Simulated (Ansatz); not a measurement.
# Calculations on BH3SOF2

### Relaxation

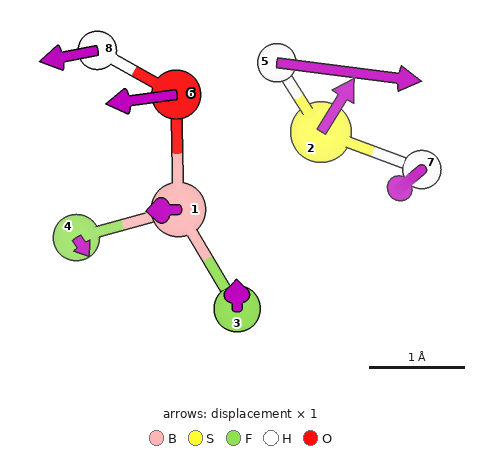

This is a relaxation of BH₃SOF₂ (started from a transition state, displaced along its imaginary mode). The starting structure is drawn; purple arrows show the displacements, at their true length. The two geometries are superimposed by the best rigid fit.

A ball-and-stick model, seen at a tilt.

Computed with RKS PBE0-D4/def2-TZVP (Ansatz).

Input file:
```yaml
crystal:
  periodic: [false, false, false]
  atoms:
    - {symbol: B, position_ang: [-0.679784, 0.281214, -0.095150]}
    - {symbol: S, position_ang: [1.514061, 0.402634, -0.487320]}
    - {symbol: F, position_ang: [-1.227652, -0.070307, -1.279924]}
    - {symbol: F, position_ang: [-1.001263, 1.510523, 0.378123]}
    - {symbol: H, position_ang: [1.068355, -0.392266, 0.379793]}
    - {symbol: O, position_ang: [-0.486556, -0.746086, 0.841195]}
    - {symbol: H, position_ang: [1.491946, -0.513332, -1.472952]}
    - {symbol: H, position_ang: [-0.679107, -0.472381, 1.736335]}
basis:
  gaussian: {orbitals: def2-TZVP}
hamiltonian: {xc: pbe0, dispersion: d4}
relax: {f_tol: 0.005, max_steps: 200}
```

Launched with:
```bash
ansatz run in.yaml --threads 4 --pin off --events-out ev --progress --plain --max-ram 9574MiB
```

Question: Which element moves most?

Answer: Hydrogen: up to 1.57 Å, against 0.80 Å for oxygen.

Question: What did the optimiser do to the structure, and how much energy did it gain?

Answer: The energy falls by 96.1 kJ/mol in 36 accepted moves (42 points after the start). The largest force component goes from 2.8 to 0.005 eV/Å. The line search rejected the trial steps at points 8, 10, 15, 21, 25, 39 of the run. The atom that moves furthest after the best rigid fit is H5 (1.57 Å). Largest moves by element: H 1.57 Å, O 0.80 Å, S 0.68 Å, B 0.50 Å, F 0.45 Å. Near-neighbour distances that change, for instance: B1–S2 2.232 → 3.154 Å, S2–H5 1.258 → 1.342 Å, B1–O6 1.403 → 1.347 Å, B1–F3 1.352 → 1.322 Å. Among the angles between lasting bonds that change: F4–B1–O6 117.6° → 122.5°, F3–B1–O6 116.8° → 119.2°. Groups turn about B1–O6 by about 25°. Cost: 89 s on 4 threads of Arm Neoverse V1, on a shared host.

### Relaxation

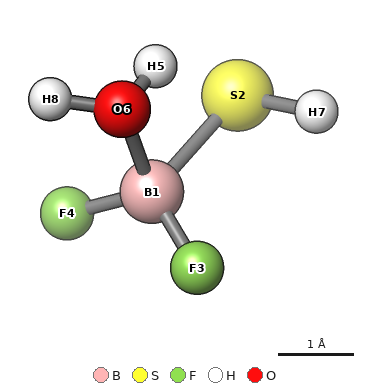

Starting structure of BH3SOF2 (started from a transition state, displaced along its imaginary mode). The picture is a ball-and-stick view, seen at a tilt.

These are results of RKS PBE0-D4/def2-TZVP in Ansatz, not measurements.

Input
```yaml
crystal:
  periodic: [false, false, false]
  atoms:
    - {symbol: B, position_ang: [-0.484011, 0.405804, -0.277086]}
    - {symbol: S, position_ang: [1.458344, 0.534596, -0.623517]}
    - {symbol: F, position_ang: [-1.246257, -0.094807, -1.264859]}
    - {symbol: F, position_ang: [-0.993390, 1.472818, 0.392507]}
    - {symbol: H, position_ang: [0.626847, -0.603321, 0.726962]}
    - {symbol: O, position_ang: [-0.239746, -0.753784, 0.838189]}
    - {symbol: H, position_ang: [1.477397, -0.485714, -1.500200]}
    - {symbol: H, position_ang: [-0.599184, -0.475592, 1.708103]}
basis:
  gaussian: {orbitals: def2-TZVP}
hamiltonian: {xc: pbe0, dispersion: d4}
relax: {f_tol: 0.005, max_steps: 200}
```

Launched with:
```bash
ansatz run in.yaml --threads 4 --pin off --events-out ev --progress --plain --max-ram 9574MiB
```

> Predict the outcome.

The largest move after the best rigid fit is that of H5, 0.48 Å. By element the largest moves are H 0.48 Å, S 0.24 Å, B 0.14 Å, O 0.11 Å, F 0.11 Å. Some distances before and after: S2–H5 1.952 → 2.592 Å, B1–O6 1.627 → 1.784 Å, B1–S2 1.977 → 1.880 Å, H5–O6 0.887 → 0.968 Å. Bond angles that change, for instance: B1–O6–H5 86.5° → 103.2°, S2–B1–O6 91.1° → 102.6°, F3–B1–O6 108.9° → 101.5°. After 10 geometry steps the energy has fallen by 14.7 kcal/mol. Largest force component: 7.5 eV/Å at the start, 0.0026 eV/Å at the end. The run took 25 s on 4 threads of Arm Neoverse V1, on a shared host.

Final geometry:

```xyz
8

B    -0.3739    0.4423   -0.3552
S     1.4323    0.6609   -0.8277
F    -1.1924   -0.1442   -1.2390
F    -0.8896    1.4760    0.3509
H     0.6497   -0.8176    1.1523
O    -0.2919   -0.7932    0.9290
H     1.4419   -0.3473   -1.7131
H    -0.7760   -0.4769    1.7029
```

After the run, drawn alike:

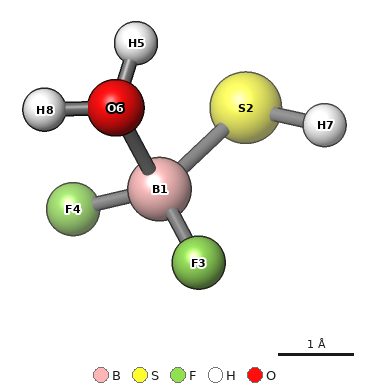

### Reaction

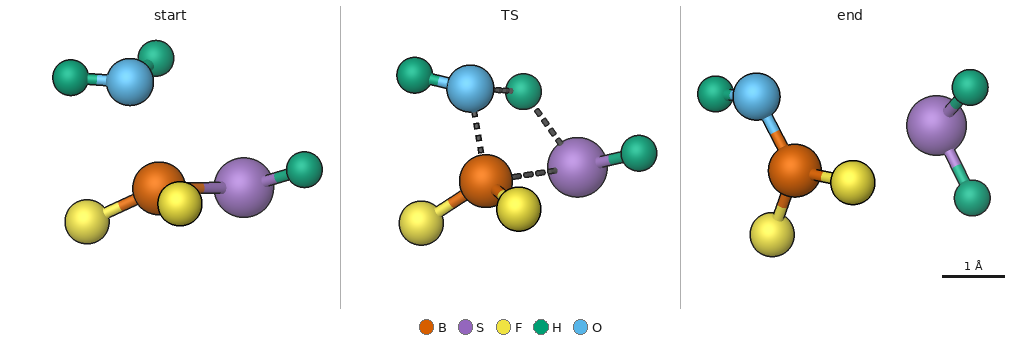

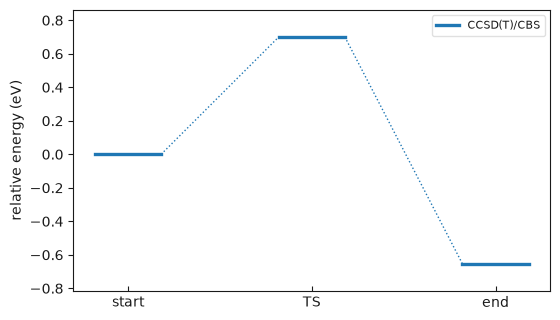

A reaction step of BH3SOF2, with its energy diagram. The picture is a ball-and-stick view, seen at a tilt. Dashed sticks mark bonds that form or break.

Stationary points at PBE0-D4/def2-TZVP, single-point energies with CCSD(T)/CBS (def2-TZVPP where no basis is named; Ansatz 0.2.0). The energies are electronic, without zero-point or thermal terms, and both ends are the minima reached downhill from the saddle, with any fragments still in contact. CCSD(T)/CBS stands for a frozen-core estimate: MP2 correlation extrapolated from def2-TZVPP and def2-QZVPP, CCSD(T) minus MP2 from the smaller set.

**What happens, and what does it cost?**

Counted by bonded pieces, the start holds BHSF₂ + H₂O and the end holds BHOF₂ + H₂S. From the start over the saddle to the end, bonds form: B–O (1.78 → 1.52 → 1.35 Å), H–S (2.59 → 1.60 → 1.34 Å). Bonds break: B–S (1.88 → 2.10 → 3.15 Å), H–O (0.97 → 1.27 → 3.57 Å). The saddle has one imaginary mode, 1171i cm⁻¹. With CCSD(T)/CBS the barrier is 0.70 eV from the start and 1.35 eV from the end, and the end lies 0.65 eV below the start.
